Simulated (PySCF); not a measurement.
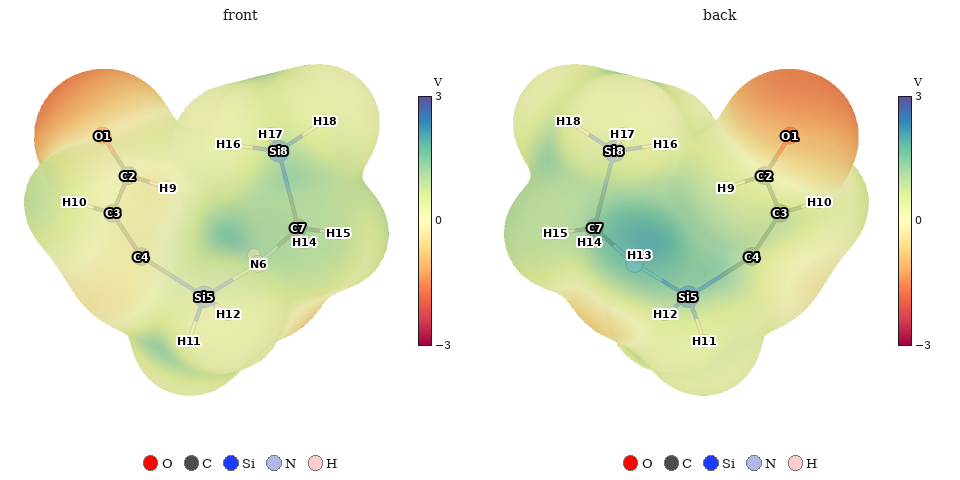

Figure. C$_{4}$H$_{10}$NOSi$_{2}$ (SMILES O=C/C=[C]\[SiH2]NC[SiH3]) (doublet). The electrostatic potential painted on the density surface at 0.002 e/bohr³, seen from the front and from behind; the colour scale runs from red (negative) to blue (positive).

Geometry: GFN2-xTB.

The calculation used PySCF, UKS B3LYP, pcH-1 on C H N O Si, non-relativistic, mean-field spin-orbit, GIAO.

```yaml
atoms:
  - { symbol: O, position_ang: [2.2449, 0.5052, 2.7106] }
  - { symbol: C, position_ang: [1.8450, 0.1372, 1.6390] }
  - { symbol: C, position_ang: [2.4837, 0.4393, 0.3469] }
  - { symbol: C, position_ang: [2.0333, 0.0451, -0.8179] }
  - { symbol: Si, position_ang: [0.6845, -0.9251, -1.6345] }
  - { symbol: N, position_ang: [-0.8111, -1.1228, -0.7897] }
  - { symbol: C, position_ang: [-1.8659, -0.1403, -0.7107] }
  - { symbol: Si, position_ang: [-1.7478, 1.0459, 0.7931] }
  - { symbol: H, position_ang: [0.9311, -0.4798, 1.5369] }
  - { symbol: H, position_ang: [3.3869, 1.0362, 0.4413] }
  - { symbol: H, position_ang: [1.1767, -2.2918, -1.8033] }
  - { symbol: H, position_ang: [0.3179, -0.2187, -2.8604] }
  - { symbol: H, position_ang: [-0.8304, -1.7535, -0.0016] }
  - { symbol: H, position_ang: [-1.8500, 0.4356, -1.6372] }
  - { symbol: H, position_ang: [-2.8263, -0.6677, -0.6809] }
  - { symbol: H, position_ang: [-0.5093, 1.8140, 0.6889] }
  - { symbol: H, position_ang: [-1.7509, 0.2304, 2.0094] }
  - { symbol: H, position_ang: [-2.9211, 1.9169, 0.7584] }
```

Question: Which sites attract a positive test charge, and which a negative one?

Answer: A positive charge is drawn to the negative regions and a negative charge to the positive ones. The most negative region (about −1.6 V, or −37 kcal/mol for a unit charge) lies over O1, the most positive (about +2.0 V, or +46 kcal/mol for a unit charge) over H13. O1 is the likeliest acceptor of a hydrogen bond.
